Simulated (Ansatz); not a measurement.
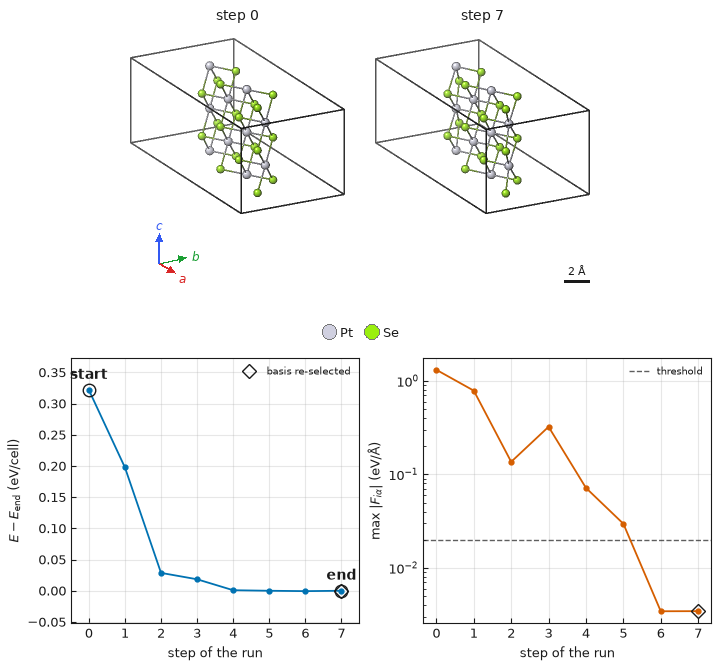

First and last geometry of a relaxation of a wire of composition PtSe2, with the history of the run. Style: ball-and-stick. Shown: the 2 repeat of the cell, with the vacuum cut short, from a free direction.

Case: zigzag ribbon, 4 formula units a period, edge spins parallel.

The calculation used DFT PBE, scalar-relativistic, plane waves, PAW in Ansatz. Settings: plane-wave cutoff 420 eV; k-point mesh 1 × 1 × 14; occupations gaussian; smearing width 0.05 eV; collinear spin; cell relaxed at fixed a, b, alpha, beta, gamma; force threshold 0.02 eV/Å; at most 45 steps.

Q: Read the history and describe the run.

A: It converged. After 6 accepted moves (7 points after the start) the energy has fallen by 0.322 eV per cell of the calculation. The largest force component goes from 1.3 to 0.0034 eV/Å. The SCF was repeated once at an unchanged geometry on a basis and grid sized afresh for the cell, which shifted the energy by 0.6 meV per cell of the calculation at most. The largest moves relative to the layer's centre, 0.28 Å, are those of Se atoms. Largest moves by element: Se 0.28 Å, Pt 0.15 Å. Along the periodic axis the drawn cell goes c 7.497 → 7.407 Å (−1.2 %). Near-neighbour distances that change, for instance: Pt–Se 2.529 → 2.442 Å, Pt–Se 2.529 → 2.481 Å, Pt–Se 2.529 → 2.553 Å, Pt–Se 2.529 → 2.505 Å. Among the angles between lasting bonds that change: Se–Pt–Se 180.0° → 169.7°, Se–Pt–Se 95.7° → 105.4°, Se–Pt–Se 95.7° → 98.6°. The program noted that the starting moments weren't kept. Cost: 5.4 min on 4 threads of Intel(R) Xeon(R) 6975P-C (Granite Rapids), on a shared host, peak memory 3.3 GiB.

```
step  E − E(0), meV/atom  largest force component, eV/Å                      note
   0                0.00                         1.3156                          
   1              -10.36                         0.7876                          
   2              -24.44                         0.1364                          
   3              -25.29                         0.3234                          
   4              -26.75                         0.0717                          
   5              -26.82                         0.0297                          
   6              -26.87                         0.0034                          
   7              -26.82                         0.0034  same geometry, new basis
```
